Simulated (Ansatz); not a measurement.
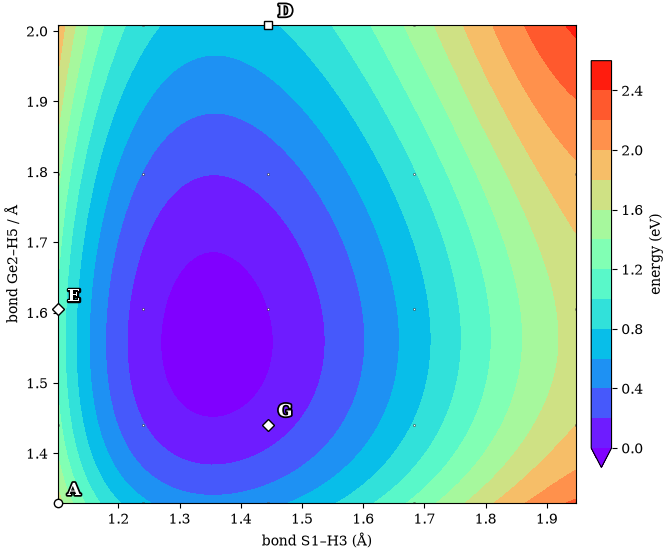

GeH₃S, SMILES [SH][GeH2], spin multiplicity 2. Two internal coordinates are moved rigidly from the geometry relaxed at PBE0-D4/def2-TZVP, all others fixed. First axis: bond S1–H3. Second axis: bond Ge2–H5. The scan uses a 5 × 5 grid. Energies are in eV, from the lowest grid point. Method: UKS PBE-D4/def2-TZVPP in Ansatz.

Drawn: filled contours, dots at the grid points, lettered points. Between grid points the surface is interpolated.

> Rank the lettered points by energy, lowest first.

G (0.11 eV), D (0.77 eV), E (1.17 eV), A (1.71 eV).
